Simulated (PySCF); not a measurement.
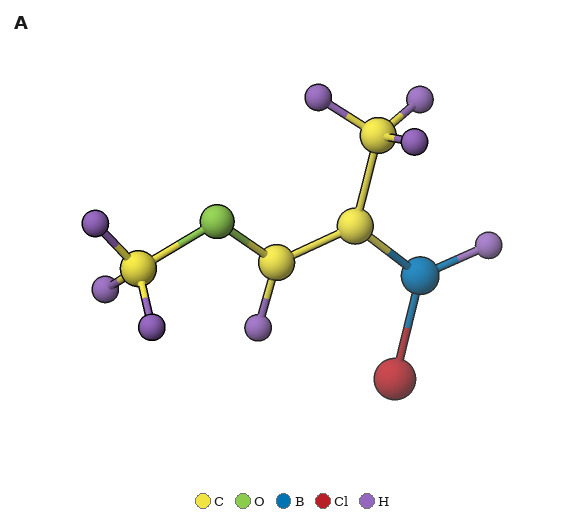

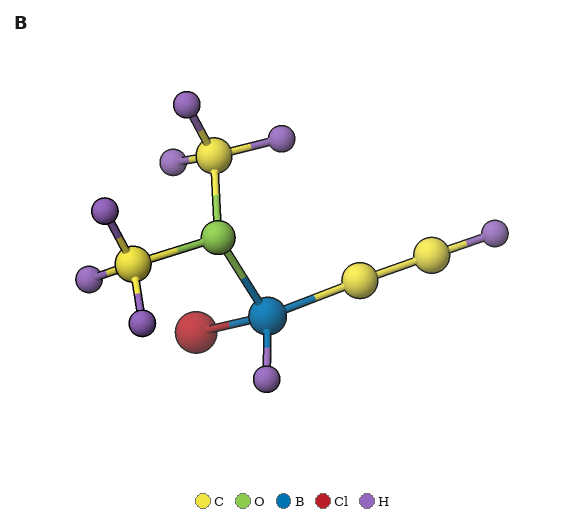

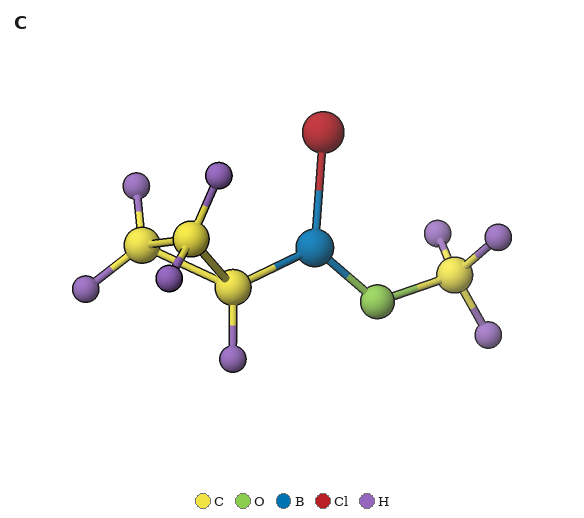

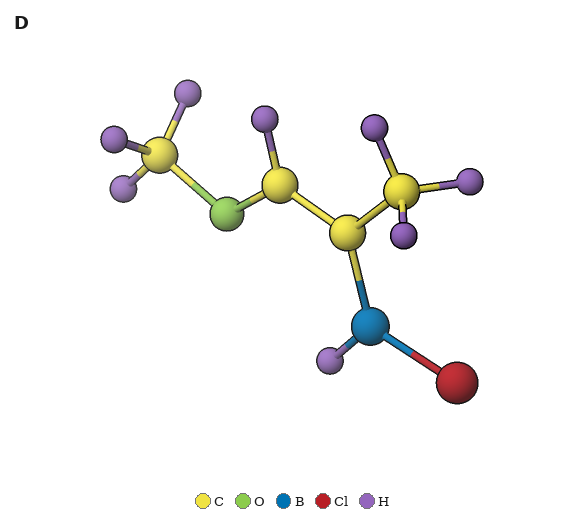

4 stationary structures of one formula. Geometries: GFN2-xTB. Electronic energies: PBE0/pcSseg-1 (PySCF 2.14.0), without zero-point energy. No frequency run is at hand to confirm each as a minimum. Each is one conformer, not always the lowest.

Question: Which is lowest in energy, and by how much?

Answer: C is lowest; A lies 155.7 kJ/mol above it, D lies 165.9 kJ/mol above it, B lies 300.3 kJ/mol above it. A is `CO/C=C(\C)BCl`, B is `C#C[B@H-](Cl)[O+](C)C`, C is `COB(Cl)C1CC1`, D is `CO/C=C(/C)BCl`.

The geometry is semi-empirical. Around B such bond lengths and angles can be off by a tenth of an ångström or more and by several degrees, and values that hang on the shape move with them.
